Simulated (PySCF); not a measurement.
# CH4AlBrO (SMILES [CH3][Al]([OH])[Br]): BLYP/def2-SVP

Aim: the vertical ionisation energy of CH4AlBrO at BLYP/def2-SVP, from 2 runs. The job is set up through a Python script.

The calculation is run with PySCF 2.14.0.

## Step 1: The molecule

CH4AlBrO: 8 atoms, total charge 0, spin state singlet. SMILES: `[CH3][Al]([OH])[Br]`. The shape is that of a PBE0-D4/def2-TZVP optimisation. This is one conformer, not always the lowest.

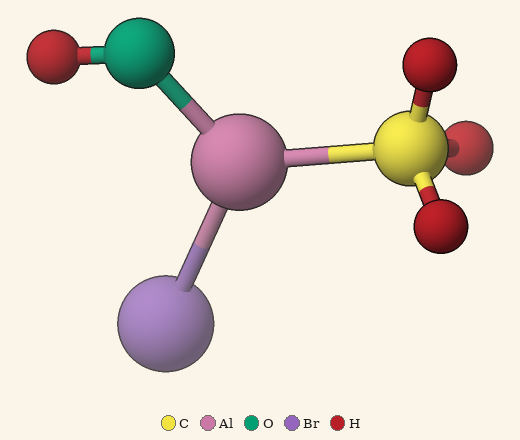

The structure, seen from a chosen angle (carbon yellow, aluminium pink, oxygen teal, bromine purple, hydrogen red).

## Step 2: A single-point energy at BLYP/def2-SVP

Input file job.py:

```python
# [CH3][Al]([OH])[Br]
from pyscf import gto, dft

mol = gto.M(
    atom='''
C      0.042800     1.297700    -0.084400
Al    -0.087700    -0.627200    -0.128500
O      0.530700    -1.567200     1.131100
Br    -1.071500    -1.702000    -1.863900
H     -0.949600     1.754600    -0.128800
H      0.541700     1.640900     0.824100
H      0.601900     1.668200    -0.948000
H      0.484100    -2.522100     1.142800
''',
    basis='def2-svp',
    verbose=3,
    max_memory=1860,
    charge=0,
)

calc0 = dft.RKS(mol, xc='blyp')
calc0.conv_tol = 1e-10
calc0.grids.level = 8
calc0.kernel()
if not calc0.converged:
    calc0 = calc0.newton().run(calc0.mo_coeff, calc0.mo_occ)

energy = calc0.e_tot
print(f'total energy: {energy:.8f} hartree')
```

The run is started by

```sh
OMP_NUM_THREADS=1 python job.py
```

The program printed:

```text
converged SCF energy = -2931.96024755366
total energy: -2931.96024755 hartree
```

Run time: 63 s. Hardware: 1 thread of Arm Neoverse V1, shared host; peak memory 0.55 GiB.

## Step 3: The doublet cation

Input file input.xyz:

```xyz
8

C      0.042800     1.297700    -0.084400
Al    -0.087700    -0.627200    -0.128500
O      0.530700    -1.567200     1.131100
Br    -1.071500    -1.702000    -1.863900
H     -0.949600     1.754600    -0.128800
H      0.541700     1.640900     0.824100
H      0.601900     1.668200    -0.948000
H      0.484100    -2.522100     1.142800
```

Input file job.py:

```python
from pyscf import gto, dft

molecule = gto.M(
    atom='input.xyz',
    max_memory=1860,
    verbose=3,
    charge=1,
    spin=1,
    basis='def2-svp',
)

myscf = dft.UKS(molecule)
myscf.xc = 'blyp'
myscf.grids.level = 8
myscf.conv_tol = 1e-10
myscf.kernel()
if not myscf.converged:
    myscf = myscf.newton().run(myscf.mo_coeff, myscf.mo_occ)

etot = myscf.e_tot
print('E = %.10f Eh' % etot)
```

The run is started by

```sh
OMP_NUM_THREADS=1 python job.py
```

The program printed:

```text
WARN: HOMO -0.306018402846722 >= LUMO -0.30601840284672

WARN: HOMO -0.471414489856329 >= LUMO -0.471264920841429

converged SCF energy = -2931.60103967082  <S^2> = 0.7520757  2S+1 = 2.0020746
E = -2931.6010396708 Eh
```

It took 2.8 min on 1 thread of Arm Neoverse V1, shared host; peak memory 0.56 GiB.

## Step 4: Summary of results

Level: BLYP/def2-SVP.

| quantity | value |
| --- | --- |
| singlet CH4AlBrO: total energy | -2931.96025 Eh |
| singlet CH4AlBrO: dipole moment | 0.72 D |
| singlet CH4AlBrO: HOMO energy | -6.61 eV |
| singlet CH4AlBrO: LUMO energy | -0.82 eV |
| singlet CH4AlBrO: HOMO–LUMO gap | 5.78 eV |
| doublet cation: total energy | -2931.60104 Eh |
| doublet cation: HOMO energy (highest over α and β) | -12.94 eV |
| doublet cation: LUMO energy (lowest over α and β) | -12.83 eV |
| doublet cation: ⟨S²⟩ | 0.752 |
| vertical ionisation energy (to the doublet cation) | 9.775 eV |

What this shows: The vertical ionisation energy comes to 9.77 eV (225 kcal/mol). The negative HOMO energy of the first species, 6.61 eV, lies 3.17 eV below that difference. Mulliken charges (singlet CH4AlBrO) run from -0.37 on O3 to +0.60 on Al2; they depend strongly on the basis.
